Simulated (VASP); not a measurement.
Band structure of SiC (wurtzite). All values below come from PBE GGA with D3 dispersion (Becke-Johnson damping), VASP's PBE PAW potentials (set 64) (plane waves; VASP).

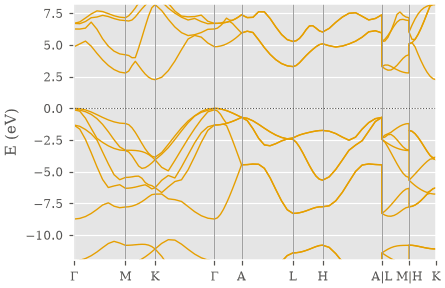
*Bands along high-symmetry lines, zero at the valence-band maximum or, without a gap, the Fermi level*

**Question.** Read the plot: is there a gap, and where are the band edges?

**Answer.** The gap is indirect, 2.26 eV, from the valence maximum at Γ to the conduction minimum at K. (Edges off the drawn lines would not show.)

Measured: gap 3.33 eV (computed value off by -1.07 eV), as given by Daiki Deguchi et al., Japanese Journal of Applied Physics (2016), arXiv:1512.06930.

The compound is SiC in the wurtzite structure, the rare 2H polytype. It was relaxed first.
